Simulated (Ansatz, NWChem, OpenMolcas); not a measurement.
CH4Si (SMILES C[SiH]): methods side by side

CH4Si: 6 atoms, total charge 0, spin state singlet. As SMILES, `C[SiH]`. Geometry: relaxed at PBE0-D4/def2-TZVP.

```xyz
6

C    -0.0935   -0.3660   -0.3703
Si    0.9173    0.2098    1.1223
H    -1.1569   -0.4101   -0.1022
H     0.2150   -1.3356   -0.7630
H    -0.0240    0.3820   -1.1708
H     0.1422    1.5200    1.2840
```

Quantity: the energy change with the C1–H3 bond stretched from 1.098 to 2.415 Å, in eV. The values are calculated.

| level | kind | program | value (eV) | less CCSD(T)/def2-TZVP | CPU time (all runs) |
| --- | --- | --- | --- | --- | --- |
| SVWN5/def2-TZVP (restricted) | LDA | OpenMolcas | 4.21 | +0.23 | 61 s |
| BLYP/def2-TZVP (restricted) | GGA | Ansatz | 3.98 | 0.00 | 8.8 s |
| revPBE/def2-TZVP (restricted) | GGA | Ansatz | 4.08 | +0.10 | 8.8 s |
| M06-L/def2-TZVP (restricted) | meta-GGA | OpenMolcas | 4.45 | +0.47 | 1.9 min |
| BHLYP/def2-TZVP (restricted) | global hybrid | Ansatz | 4.90 | +0.92 | 8.8 s |
| M06-2X/def2-TZVP (restricted) | hybrid meta-GGA | NWChem | 4.79 | +0.81 | 47 s |
| MP2/def2-TZVP (restricted) | perturbation theory | NWChem | 4.82 | +0.84 | 74 s |
| CCSD(T)/def2-TZVP (restricted) | coupled cluster or CI | OpenMolcas | 3.98 | 0.00 | 76 s |

CCSD(T)/def2-TZVP (restricted) is the highest level here, not the true value. At this stretch a single reference begins to fail. The first shape isn't each level's own minimum. The values span 3.98 to 4.90 eV. Times are those of the runs behind each value, whatever else they computed, on shared processors of several kinds: orders of magnitude only.

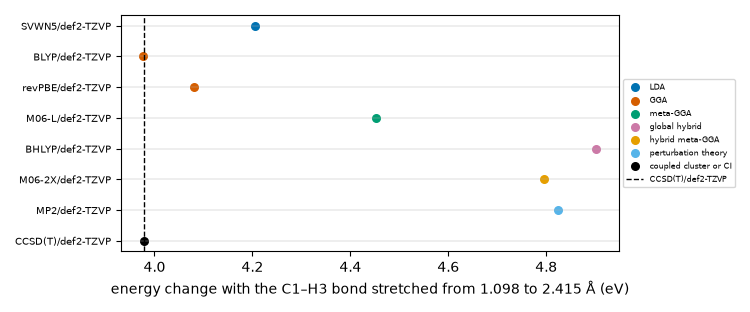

The values of the table, level by level.
